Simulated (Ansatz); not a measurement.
# C2H9BOSi: the cost of one run

Program: Ansatz 0.2.0, Gaussian basis. Level of theory: functionals in def2-TZVPP, the program's frozen cores in correlated methods. These are calculated values, not measurements.

Levels to be run: PBE-D4, r2SCAN-D4, PBE0-D4, B3LYP-D4, ωB97X-V, ωB97M-V, B2PLYP; CCSD(T)/def2-TZVPP; MP2/def2-QZVPP; extrapolation to the limit.

## 1. The geometry

An earlier PBE0-D4 in a triple-zeta def2 set relaxation fixed the geometry.

SMILES `BCC(O)[SiH3]`, 14 atoms, charge 0, spin multiplicity 1.

Atoms are counted from 1 here; the program's logs count them from 0.

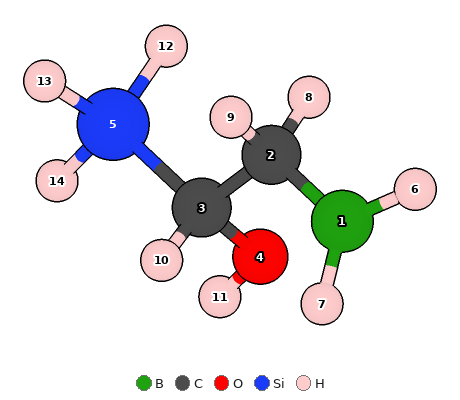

The geometry (boron green, carbon dark grey, oxygen red, silicon blue, hydrogen pink); atoms are numbered from 1 in the order of the file.

## 2. PBE-D4 (GGA)

Contents of in.yaml:

```yaml
crystal:
  periodic: [false, false, false]
  atoms:
    - {symbol: B, position_ang: [-1.459506, 1.786402, -0.025668]}
    - {symbol: C, position_ang: [-0.566516, 0.670193, 0.590078]}
    - {symbol: C, position_ang: [0.251317, -0.118795, -0.417738]}
    - {symbol: O, position_ang: [-0.699441, -0.749281, -1.282202]}
    - {symbol: Si, position_ang: [1.379610, -1.420116, 0.381446]}
    - {symbol: H, position_ang: [-2.388883, 2.229884, 0.586177]}
    - {symbol: H, position_ang: [-1.181074, 2.270721, -1.085377]}
    - {symbol: H, position_ang: [-1.135416, -0.001214, 1.243406]}
    - {symbol: H, position_ang: [0.107739, 1.218809, 1.272274]}
    - {symbol: H, position_ang: [0.863998, 0.593206, -0.991822]}
    - {symbol: H, position_ang: [-0.230617, -1.187190, -1.997302]}
    - {symbol: H, position_ang: [0.582770, -2.297527, 1.278319]}
    - {symbol: H, position_ang: [2.465998, -0.768766, 1.165097]}
    - {symbol: H, position_ang: [1.997121, -2.255526, -0.687988]}
basis:
  gaussian: {orbitals: def2-TZVPP}
hamiltonian: {xc: pbe, dispersion: d4}
output: {forces: true, orbitals: {seedname: orbitals}}
```

Started as:

```
ansatz run in.yaml --threads 4 --pin off --events-out ev --progress --plain --max-ram 10444MiB
```

Q: Estimate wall time and peak memory on 4 threads of Arm Neoverse V1, shared host.

About 3.7 s, with a peak of 0.41 GiB.
